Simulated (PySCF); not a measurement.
# C₂H₁₁NOSi₂ (SMILES CN[SiH2]C[SiH2]O): what the fields show

The calculation's input:

```
{"job": {"kind": "nmr", "xc": "PBE0", "basis": "pcSseg-1"}, "charge": 0, "multiplicity": 1}
C      1.817196     0.066366     1.117780
N      1.344243     0.562554    -0.160049
Si     0.531398    -0.477527    -1.293993
C     -1.088366    -1.028527    -0.481179
Si    -2.147181     0.416714     0.174055
O     -1.198204     1.499850     0.919070
H      2.035628     0.901326     1.786647
H      1.037466    -0.543195     1.568874
H      2.721309    -0.545820     1.025286
H      2.023618     1.192178    -0.563577
H      0.325772     0.405892    -2.443954
H      1.323342    -1.654337    -1.698865
H     -0.869999    -1.713257     0.338805
H     -1.663776    -1.607079    -1.200591
H     -2.841971     1.046393    -0.953863
H     -3.084423    -0.030623     1.203453
H     -0.273052     1.521122     0.652192
```

Launched as:

```sh
OMP_NUM_THREADS=1 python probes_run.py task.json out
```

Geometry: GFN2-xTB.

Computed with PBE0/pcSseg-1, SCF density, gas phase, non-relativistic in PySCF 2.14.0.

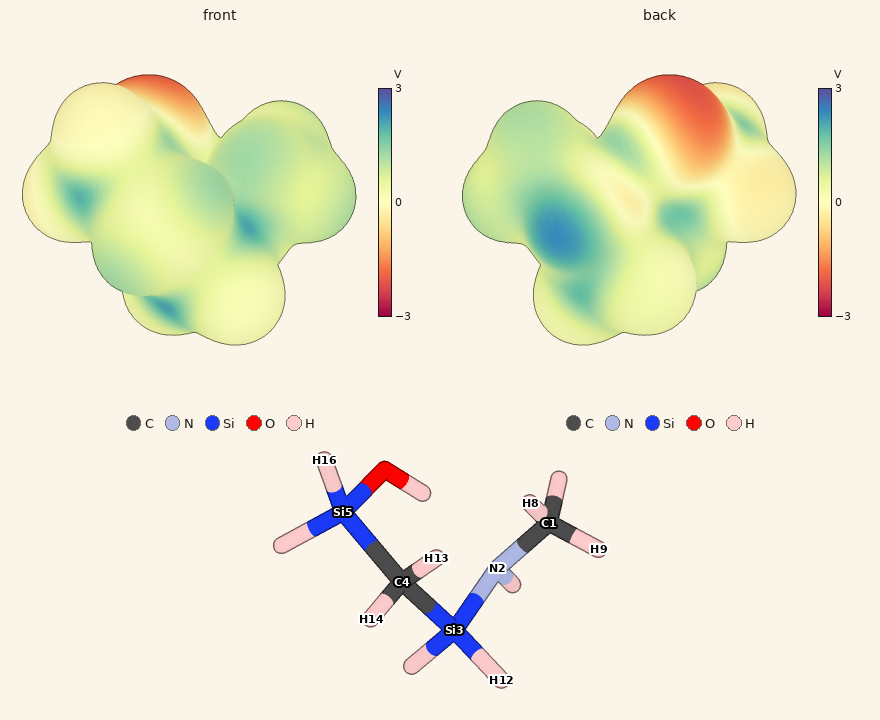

Figure 1. The electrostatic potential painted on the density surface at 0.004 e/bohr³, seen from the front and from behind; the colour scale runs from red (negative) to blue (positive). The bare structure is drawn below in the same view.

Q: Where is the surface potential most negative and most positive?

A: The most negative region (about −2.1 V, or −48 kcal/mol for a unit charge) lies over O6, the most positive (about +2.3 V, or +53 kcal/mol for a unit charge) over H10. O6 is the likeliest acceptor of a hydrogen bond.

Q: How polar is the molecule by this calculation?

A: Its dipole moment is 2.84 D.

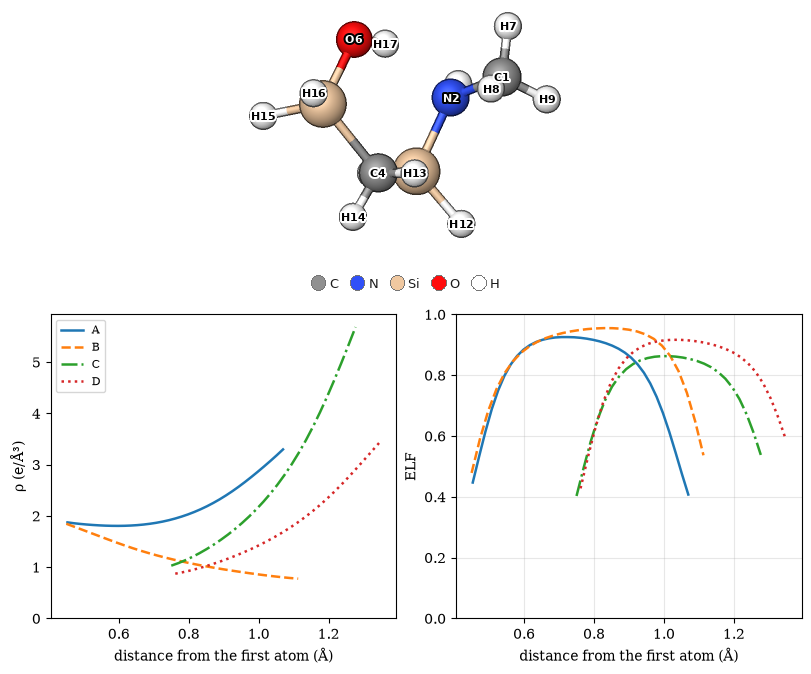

Figure 2. Electron density and ELF along straight lines between neighbouring atoms. The curves leave out the atomic cores. The structure is drawn too.

Q: Which curve belongs to which contact (C–N, C–Si, Si–N and Si–O)? The first atom named is at distance zero.

A: Curve A: C–N (1.45 Å): ρ at the midpoint is about 1.9 e/Å³; the ELF peaks at about 0.95 between the atoms (a covalent bond). Curve B: C–Si (1.89 Å): the density is about 0.91 e/Å³ at the midpoint; the ELF peaks at about 0.95 between the atoms (a shared electron pair). Curve C: Si–O (1.62 Å): ρ at the midpoint is about 1.2 e/Å³; the ELF peaks at about 0.85 between the atoms, as expected for a polar covalent bond. Curve D: Si–N (1.74 Å): ρ is about 1.1 e/Å³ halfway; the ELF peaks at about 0.90 between the atoms: a shared but strongly polarised pair.
